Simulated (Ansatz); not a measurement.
**Cl₂FH₂Si···HF···H: density, localisation and related maps**

The calculation's input:

```
crystal:
  periodic: [false, false, false]
  atoms:
    - {symbol: Si, position_ang: [-0.624866, 0.312967, -0.583218]}
    - {symbol: H, position_ang: [-0.503410, -0.359959, 0.906005]}
    - {symbol: Cl, position_ang: [-0.151398, -1.128315, -1.940476]}
    - {symbol: Cl, position_ang: [-2.664119, -0.017527, -0.221310]}
    - {symbol: H, position_ang: [-0.742760, 1.704803, -1.032719]}
    - {symbol: H, position_ang: [1.604638, 0.037879, 0.564592]}
    - {symbol: F, position_ang: [1.144443, 0.749148, -0.275803]}
    - {symbol: H, position_ang: [0.379810, -0.615742, 1.198423]}
    - {symbol: F, position_ang: [1.557562, -0.683255, 1.384505]}
basis:
  gaussian: {orbitals: def2-TZVPP}
hamiltonian: {xc: pbe0, dispersion: d4}
output: {orbitals: {seedname: orbitals}}
```

Launched as:

```sh
ansatz run in.yaml --threads 8 --pin off --events-out ev --progress --plain --max-ram 19148MiB
```

A transition-state structure; geometry: PBE0-D4/def2-TZVP.

Computed with Ansatz 0.2.0, RKS PBE0-D4/def2-TZVPP.

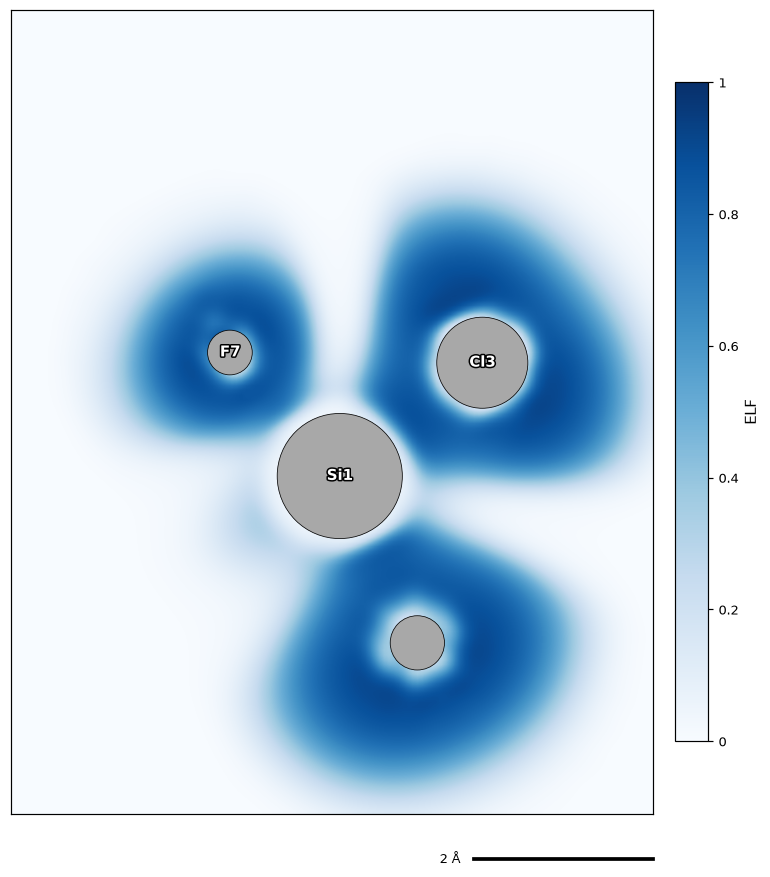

Figure 1. Electron localisation function on the plane of atoms Cl3, Si1 and F7. Grey discs cover the atomic cores.

> Read the bonding off the picture.

Atoms in the plane: Si, Cl and F.
Si–F (1.85 Å): the ELF peaks at about 0.85 in the valence shell of F, 0.5 Å from its nucleus, and is about 0.55 at the midpoint.
Si–Cl (2.04 Å): the ELF peaks at about 0.85 between the atoms: a polar covalent bond.
The ELF also peaks beside Cl4, Cl3 and F7, away from the bonds: lone-pair regions.

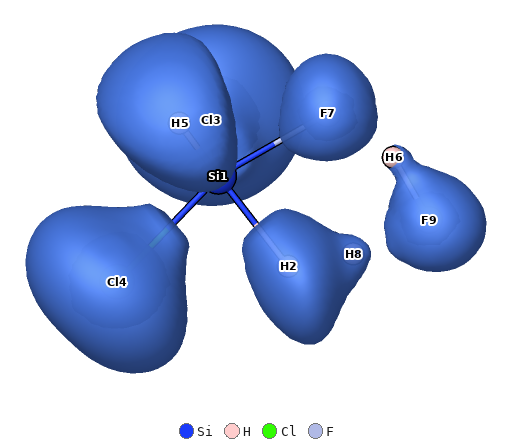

Figure 2. Isosurface of the ELF at 0.75 (blue), seen across its widest extent. Only the valence region is drawn (cores and ρ < 0.01 e/Å³ removed).

> Describe the localisation domains.

The surface consists of one region around a hydrogen nucleus, two regions on Cl in which the atom's valence shell and bonds are merged, one region wrapped around F (its valence shell), one joined region spread over several atoms (F, H), in which their bonds and any lone pairs are merged and one joined region spread over several atoms (H, Si), in which their bonds and any lone pairs are merged.


H2···H8 (0.96 Å): the ELF is about 1 at the midpoint.

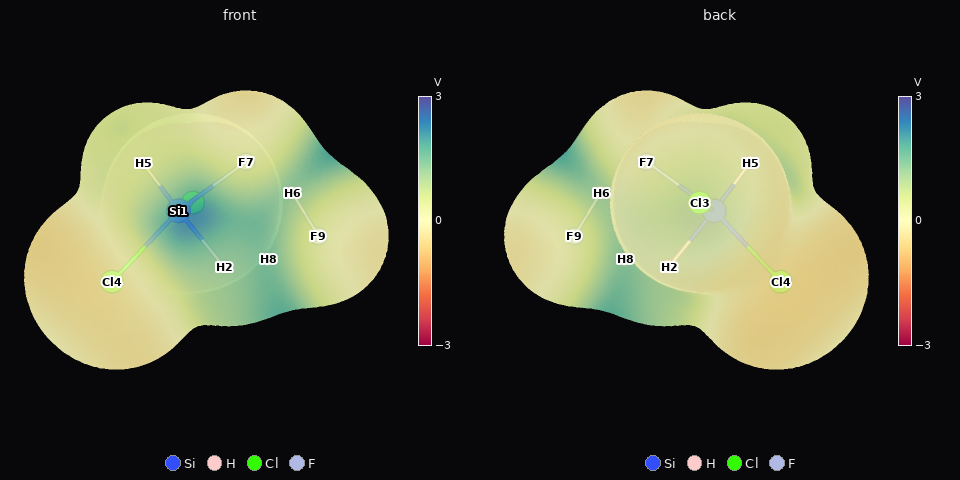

Figure 3. The electrostatic potential painted on the density surface at 0.002 e/bohr³, seen from the front and from behind; the colour scale runs from red (negative) to blue (positive).

> Where is the surface potential most negative and most positive?

The most negative region (about −0.5 V) lies over Cl4, the most positive (about +2.2 V) over Si1. Cl3 shows a σ-hole: about +0.4 V at the tip opposite its bond, against about −0.1 V on its flanks.
